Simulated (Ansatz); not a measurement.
CH$_{5}$ClZn: nudged elastic band

- system: CH$_{5}$ClZn
- method: RHF/def2-SVP (Ansatz 0.2.0)

One setting was made poor on purpose. It belongs to a series of runs on one base structure; here: band between the two ends.

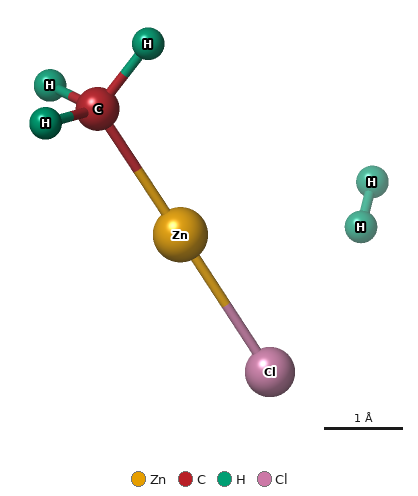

*The starting structure (ball-and-stick view, seen at a tilt). Sticks mark near contacts.*

**Input**
```yaml
crystal:
  periodic: [false, false, false]
  atoms:
    - { symbol: Zn, position_ang: [0.223818, -0.201957, 0.609615] }
    - { symbol: C, position_ang: [0.627706, -0.560688, 2.516869] }
    - { symbol: H, position_ang: [-0.248867, -0.959476, 3.032347] }
    - { symbol: H, position_ang: [1.436674, -1.288041, 2.614329] }
    - { symbol: H, position_ang: [0.932872, 0.354449, 3.029243] }
    - { symbol: Cl, position_ang: [-0.205142, 0.179031, -1.467361] }
    - { symbol: H, position_ang: [-2.36438, 2.097997, -0.226163] }
    - { symbol: H, position_ang: [-2.797681, 2.483087, 0.245621] }
basis:
  gaussian: { orbitals: def2-SVP }
hamiltonian:
  xc: hf
neb:
  order_check: false
  images: 9
  f_tol: 0.03
  max_iterations: 60
  initial_path: linear
  final_atoms:
    - { symbol: Zn, position_ang: [-0.95758061, 0.85821866, -1.12816327] }
    - { symbol: C, position_ang: [0.00838122, -0.0152183, 2.76613326] }
    - { symbol: H, position_ang: [-0.32705017, -0.89801826, 3.30985721] }
    - { symbol: H, position_ang: [0.33301356, -0.3083377, 1.76782601] }
    - { symbol: H, position_ang: [0.84288902, 0.44180785, 3.29735237] }
    - { symbol: Cl, position_ang: [0.62244781, -0.5699066, -1.41991271] }
    - { symbol: H, position_ang: [-2.10476937, 1.895078, -0.93850503] }
    - { symbol: H, position_ang: [-0.81233146, 0.70077836, 2.69991216] }
```

Launch command:
```bash
ansatz run input.yaml --threads 1 --pin off --max-ram 2048MiB --backend cpu --events-out ev --progress --plain --runs-dir out
```

**The program's output**
```
Engine: ansatz 0.2.0, aarch64-unknown-linux-gnu
Functional definition: HF
  exchange = exact_x
  correlation = 0
917 factors; integrals over basis functions are off by at most 2.7e-4 eV
mean field evaluation 1: about -61977.0543 eV, gradient 2.5e1 eV
mean field evaluation 2: about -61977.2335 eV, gradient 2.5e1 eV
mean field evaluation 4: about -61978.9774 eV, gradient 3.1e0 eV
mean field evaluation 8: about -61979.0004 eV, gradient 1.7e-4 eV
mean field -61979.00041863 eV, -2277.6862545093 hartree, gradient 4.2e-5 eV, S^2 0.000000; 0 other end points of the search recorded, 0 dependent functions left out
the calculation of the forces begins
reference -61979.00041863 eV, -2277.6862545093 hartree; 29, 29 occupied and 59, 59 virtual orbitals, 917 factors
916 factors; integrals over basis functions are off by at most 1.1e-3 eV
mean field evaluation 16: about -61979.6904 eV, gradient 1.1e0 eV
mean field -61979.69200552 eV, -2277.7116698589 hartree, gradient 7.5e-5 eV, S^2 0.000000; 0 other end points of the search recorded, 0 dependent functions left out
[... from here on the field's lines of each further geometry are left out, up to the last ...]
NEB iter   1: max|band force component| = 5.238e1 eV/Å  barrier→ = 23.3005 eV  barrier← = 23.9921 eV  Δτ_max = 0.2000 Å  (448 SCF iters)
NEB iter   2: max|band force component| = 2.041e1 eV/Å  barrier→ = 11.6052 eV  barrier← = 12.2967 eV  Δτ_max = 0.2000 Å  (333 SCF iters)
NEB iter   3: max|band force component| = 1.035e1 eV/Å  barrier→ = 7.4905 eV  barrier← = 8.1821 eV  Δτ_max = 0.2000 Å  (316 SCF iters)
NEB iter   4: max|band force component| = 4.581e0 eV/Å  barrier→ = 5.0118 eV  barrier← = 5.7034 eV  Δτ_max = 0.2000 Å  (311 SCF iters)
NEB iter   5: max|band force component| = 3.867e0 eV/Å  barrier→ = 3.8020 eV  barrier← = 4.4936 eV  Δτ_max = 0.2000 Å  (315 SCF iters)
NEB iter   6: max|band force component| = 3.434e0 eV/Å  barrier→ = 3.0654 eV  barrier← = 3.7570 eV  Δτ_max = 0.2000 Å  (308 SCF iters)
NEB iter   7: max|band force component| = 2.810e0 eV/Å  barrier→ = 2.1801 eV  barrier← = 2.8717 eV  Δτ_max = 0.2000 Å  (312 SCF iters)
NEB iter   8: max|band force component| = 1.355e0 eV/Å  barrier→ = 1.8700 eV  barrier← = 2.5616 eV  Δτ_max = 0.2000 Å  (311 SCF iters)
NEB iter   9: max|band force component| = 1.280e0 eV/Å  barrier→ = 1.6657 eV  barrier← = 2.3573 eV  Δτ_max = 0.1402 Å  (301 SCF iters)
NEB iter  10: max|band force component| = 2.283e0 eV/Å  barrier→ = 1.5390 eV  barrier← = 2.2306 eV  CI = image 6  Δτ_max = 0.1921 Å  (290 SCF iters)
NEB iter  11: max|band force component| = 1.292e0 eV/Å  barrier→ = 2.5173 eV  barrier← = 3.2089 eV  CI = image 6  Δτ_max = 0.1752 Å  (306 SCF iters)
NEB iter  12: max|band force component| = 1.535e0 eV/Å  barrier→ = 2.4394 eV  barrier← = 3.1310 eV  CI = image 6  Δτ_max = 0.0799 Å  (292 SCF iters)
NEB iter  13: max|band force component| = 7.628e-1 eV/Å  barrier→ = 2.4559 eV  barrier← = 3.1475 eV  CI = image 6  Δτ_max = 0.0462 Å  (295 SCF iters)
NEB iter  14: max|band force component| = 2.874e-1 eV/Å  barrier→ = 2.4560 eV  barrier← = 3.1475 eV  CI = image 6  Δτ_max = 0.0622 Å  (282 SCF iters)
NEB iter  15: max|band force component| = 2.345e-1 eV/Å  barrier→ = 2.4542 eV  barrier← = 3.1458 eV  CI = image 6  Δτ_max = 0.0339 Å  (276 SCF iters)
NEB iter  16: max|band force component| = 7.705e-2 eV/Å  barrier→ = 2.4481 eV  barrier← = 3.1397 eV  CI = image 6  Δτ_max = 0.0141 Å  (268 SCF iters)
NEB iter  17: max|band force component| = 4.261e-2 eV/Å  barrier→ = 2.4476 eV  barrier← = 3.1392 eV  CI = image 6  Δτ_max = 0.0154 Å  (249 SCF iters)
the calculation of the forces begins
reference -61979.68325170 eV, -2277.7113481616 hartree; 29, 29 occupied and 59, 59 virtual orbitals, 922 factors
918 factors; integrals over basis functions are off by at most 1.1e-3 eV
mean field -61976.55316899 eV, -2277.5963197440 hartree, gradient 9.6e-6 eV, S^2 0.000000; 1 other end points of the search recorded, 0 dependent functions left out
the calculation of the forces begins
reference -61976.55316899 eV, -2277.5963197440 hartree; 29, 29 occupied and 59, 59 virtual orbitals, 918 factors
NEB iter  18: max|band force component| = 2.763e-2 eV/Å  barrier→ = 2.4472 eV  barrier← = 3.1388 eV  CI = image 6  Δτ_max = 0.0000 Å  (614 SCF iters)
```

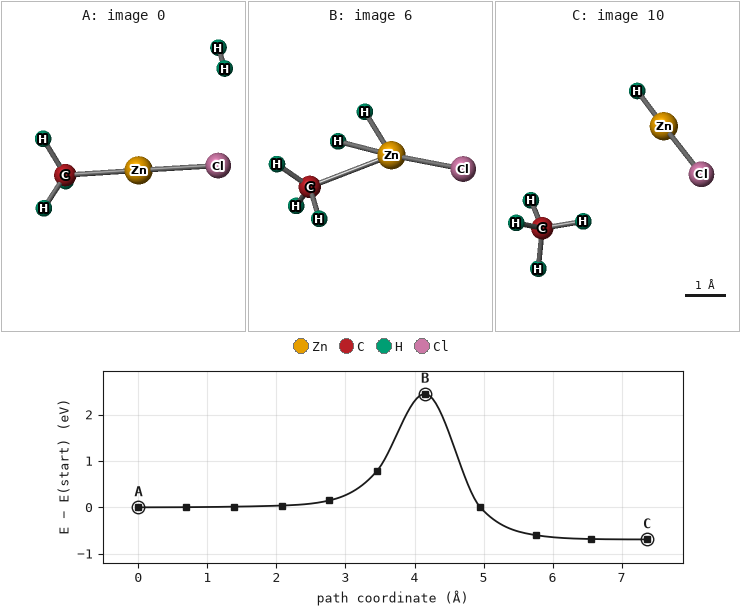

*Images of the last band (counted from 0; ball-and-stick, seen at a tilt) above the energy along the path; the line is a cubic interpolation that uses the forces.*

The highest image is number 6, 2.447 eV above the start and 3.139 eV above the end (the climbing image); the end lies 0.692 eV below the start. The path is 7.37 Å long. The band converged in 18 iterations.

```
Total energy: -61976.55316899 eV, -2277.5963197440 hartree
Atom 0 at    -0.282066     0.260602     0.054713 Å, force    -0.003285     0.016086    -0.010669 eV/Å
Atom 1 at    -0.125712     0.106472     2.259203 Å, force     0.006814     0.003914     0.021289 eV/Å
Atom 2 at    -0.932684    -0.323507     2.858183 Å, force     0.006475     0.006837    -0.005560 eV/Å
Atom 3 at     0.642468    -0.669579     2.158469 Å, force    -0.002628    -0.007970     0.007074 eV/Å
Atom 4 at     0.323710     0.935143     2.812494 Å, force    -0.001719    -0.009453    -0.009192 eV/Å
Atom 5 at     0.641093    -0.517934    -1.719450 Å, force    -0.000453    -0.000423     0.000688 eV/Å
Atom 6 at    -1.599050     1.392868     0.567423 Å, force     0.006109    -0.012238    -0.001096 eV/Å
Atom 7 at    -1.062759     0.920337     1.363464 Å, force    -0.011311     0.003248    -0.002532 eV/Å
Dipole moment:    -0.182808     0.147445     0.511713 e Å
this run last wrote the band of iteration 18 to [file]
```

**The last band as extended XYZ (Å, eV, eV/Å)**
```
8
Properties=species:S:1:pos:R:3:forces:R:3 image=0 energy=-61979.00042
Zn    0.2238   -0.2020    0.6096   -0.0004   0.0003  -0.0003
C     0.6277   -0.5607    2.5169   -0.0015   0.0013   0.0015
H    -0.2489   -0.9595    3.0323   -0.0005  -0.0002   0.0006
H     1.4367   -1.2880    2.6143    0.0024  -0.0022  -0.0003
H     0.9329    0.3544    3.0292    0.0002   0.0005   0.0006
Cl   -0.2051    0.1790   -1.4674   -0.0001   0.0001  -0.0020
H    -2.3644    2.0980   -0.2262   -0.0025   0.0022   0.0033
H    -2.7977    2.4831    0.2456    0.0024  -0.0022  -0.0033
8
Properties=species:S:1:pos:R:3:forces:R:3 image=1 energy=-61978.99724
Zn    0.2168   -0.1953    0.5171    0.0000   0.0000   0.0015
C     0.5086   -0.4565    2.4602    0.0012  -0.0011   0.0015
H    -0.3998   -0.8244    2.9426    0.0019  -0.0016   0.0015
H     1.3061   -1.1795    2.6450    0.0017  -0.0015  -0.0001
H     0.7875    0.4844    2.9402    0.0018  -0.0016   0.0015
Cl   -0.1039    0.0915   -1.5944   -0.0014   0.0012   0.0012
H    -2.1946    1.9495   -0.0839   -0.0014   0.0012  -0.0028
H    -2.5157    2.2348    0.5277   -0.0039   0.0034  -0.0043
8
Properties=species:S:1:pos:R:3:forces:R:3 image=2 energy=-61978.98626
Zn    0.2240   -0.1977    0.4240   -0.0005   0.0005   0.0044
C     0.3975   -0.3575    2.3918    0.0034  -0.0031   0.0028
H    -0.5461   -0.6834    2.8356    0.0041  -0.0040   0.0046
H     1.1685   -1.0796    2.6685    0.0042  -0.0037   0.0002
H     0.6618    0.6058    2.8344    0.0043  -0.0036   0.0044
Cl    0.0183   -0.0088   -1.7120   -0.0053   0.0047   0.0028
H    -2.0865    1.8493    0.0952   -0.0011   0.0010  -0.0094
H    -2.2325    1.9762    0.8170   -0.0090   0.0081  -0.0099
8
Properties=species:S:1:pos:R:3:forces:R:3 image=3 energy=-61978.96192
Zn    0.2519   -0.2191    0.3339    0.0096  -0.0084   0.0054
C     0.2916   -0.2610    2.3150    0.0085  -0.0069   0.0032
H    -0.6869   -0.5427    2.7120    0.0095  -0.0083   0.0033
H     1.0268   -0.9757    2.6896    0.0095  -0.0079   0.0106
H     0.5438    0.7246    2.7142    0.0081  -0.0084   0.0046
Cl    0.2015   -0.1645   -1.8176   -0.0090   0.0073   0.0056
H    -2.0501    1.8076    0.3340   -0.0096   0.0087  -0.0207
H    -1.9734    1.7351    1.0735   -0.0265   0.0239  -0.0120
8
Properties=species:S:1:pos:R:3:forces:R:3 image=4 energy=-61978.85180
Zn    0.1437   -0.1209    0.2720    0.1414  -0.1253   0.0361
C     0.1599   -0.1443    2.2543    0.0591  -0.0508   0.0205
H    -0.8122   -0.4181    2.6739    0.0245  -0.0251  -0.0508
H     0.8915   -0.8772    2.5939    0.0544  -0.0434   0.1516
H     0.4386    0.8292    2.6678    0.0227  -0.0233  -0.0332
Cl    0.3585   -0.2877   -1.8621   -0.0643   0.0541  -0.0299
H    -1.9288    1.6877    0.5557   -0.0818   0.0748  -0.0389
H    -1.6462    1.4357    1.1990   -0.1560   0.1391  -0.0554
8
Properties=species:S:1:pos:R:3:forces:R:3 image=5 energy=-61978.21071
Zn   -0.0848    0.0862    0.2132    0.5896  -0.5125   0.4199
C     0.0227   -0.0241    2.2260    0.3377  -0.2973  -0.0663
H    -0.8803   -0.3564    2.7558    0.0547  -0.0188  -0.2791
H     0.7802   -0.7871    2.3491    0.3156  -0.2762   0.5855
H     0.3700    0.8877    2.7292    0.0382  -0.0629  -0.2171
Cl    0.5133   -0.4120   -1.7943   -0.1751   0.1522  -0.1169
H    -1.7362    1.5126    0.6419   -0.3212   0.2862   0.0810
H    -1.3799    1.1975    1.2336   -0.8396   0.7292  -0.4071
8
Properties=species:S:1:pos:R:3:forces:R:3 image=6 energy=-61976.55317
Zn   -0.2821    0.2606    0.0547   -0.0033   0.0161  -0.0107
C    -0.1257    0.1065    2.2592    0.0068   0.0039   0.0213
H    -0.9327   -0.3235    2.8582    0.0065   0.0068  -0.0056
H     0.6425   -0.6696    2.1585   -0.0026  -0.0080   0.0071
H     0.3237    0.9351    2.8125   -0.0017  -0.0095  -0.0092
Cl    0.6411   -0.5179   -1.7194   -0.0005  -0.0004   0.0007
H    -1.5991    1.3929    0.5674    0.0061  -0.0122  -0.0011
H    -1.0628    0.9203    1.3635   -0.0113   0.0032  -0.0025
8
Properties=species:S:1:pos:R:3:forces:R:3 image=7 energy=-61979.00292
Zn   -0.4894    0.4467   -0.2963   -0.5118   0.4544  -0.7920
C    -0.1975    0.1616    2.3972   -0.1157   0.1084   0.3134
H    -0.9268   -0.3487    3.0178    0.0699  -0.0981   0.3624
H     0.5305   -0.5752    2.0392   -0.2095   0.1892  -0.3338
H     0.3328    0.9301    2.9519    0.0736  -0.0472   0.3045
Cl    0.7758   -0.6327   -1.6481    0.1960  -0.1741   0.1008
H    -1.6187    1.4229    0.2382   -0.0867   0.0797  -0.6629
H    -0.8017    0.6997    1.6546    0.5841  -0.5125   0.7077
8
Properties=species:S:1:pos:R:3:forces:R:3 image=8 energy=-61979.59995
Zn   -0.6228    0.5771   -0.6968   -0.0472   0.0454  -0.1183
C    -0.1798    0.1390    2.5471    0.0119  -0.0075   0.0488
H    -0.8152   -0.4500    3.2061    0.0373  -0.0357   0.0572
H     0.4736   -0.5259    1.9806   -0.0154   0.0168  -0.0254
H     0.4246    0.8299    3.1326    0.0324  -0.0322   0.0523
Cl    0.8768   -0.7325   -1.5002    0.0237  -0.0242   0.0391
H    -1.7327    1.5493   -0.1983   -0.0407   0.0371  -0.1267
H    -0.8194    0.7176    1.8834   -0.0020   0.0003   0.0729
8
Properties=species:S:1:pos:R:3:forces:R:3 image=9 energy=-61979.68325
Zn   -0.6663    0.6165   -0.9417   -0.0027   0.0027  -0.0087
C    -0.1645    0.1273    2.6598    0.0009   0.0000   0.0046
H    -0.6835   -0.5951    3.2886    0.0059  -0.0063   0.0031
H     0.3890   -0.4001    1.8831   -0.0032   0.0038  -0.0043
H     0.5293    0.7070    3.2676    0.0053  -0.0049   0.0040
Cl    0.9113   -0.7994   -1.2973    0.0009  -0.0020   0.0066
H    -1.8136    1.6464   -0.7188   -0.0043   0.0042  -0.0183
H    -0.8968    0.8018    2.2133   -0.0029   0.0023   0.0129
8
Properties=species:S:1:pos:R:3:forces:R:3 image=10 energy=-61979.69201
Zn   -0.6308    0.5914   -1.2430    0.0033  -0.0030  -0.0001
C    -0.1881    0.1464    2.8150    0.0063  -0.0065  -0.0070
H    -0.6039   -0.6717    3.4026   -0.0014   0.0047  -0.0033
H     0.2581   -0.2539    1.9047   -0.0080   0.0076   0.0109
H     0.5776    0.6580    3.3976   -0.0040   0.0007  -0.0031
Cl    0.9522   -0.8611   -1.1715   -0.0057   0.0052   0.0002
H    -1.7774    1.6436   -1.3168    0.0021  -0.0019  -0.0012
H    -0.9827    0.8516    2.5660    0.0073  -0.0068   0.0037
```

**Results in brief**

| quantity | value |
| --- | --- |
| outcome | converged |
| barrier, forward | 2.447 eV |
| barrier, backward | 3.139 eV |
| hardware | 1 thread of Arm Neoverse V1, 24 GiB of memory available, shared host |
| wall time | 4.9 min |
| peak memory | 0.17 GiB |

**Remarks**

A deliberately poor setting: straight start. The order of the saddle point was not checked.
